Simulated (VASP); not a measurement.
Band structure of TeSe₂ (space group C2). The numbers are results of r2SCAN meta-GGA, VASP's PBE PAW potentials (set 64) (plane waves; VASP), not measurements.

The path is coarsely sampled, so an indirect gap can come out somewhat too large. Unless said otherwise, spin-orbit coupling is left out, though it shifts the bands of the heavy elements here.

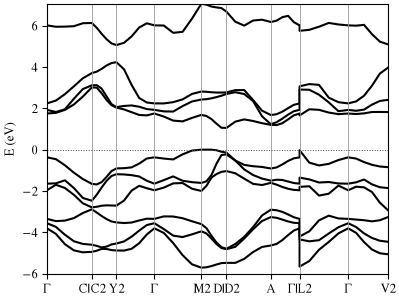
Figure. Bands along high-symmetry lines, zero at the valence-band maximum or, without a gap, the Fermi level

Task: Read the plot: is there a gap, and where are the band edges?

Result: The gap is indirect, 1.05 eV, from the valence maximum at M2-D at 0.20 to the conduction minimum at D.

The structure comes from a computed database's TeSe2 entry (C2); how it stands against other phases isn't given here. It was relaxed first.
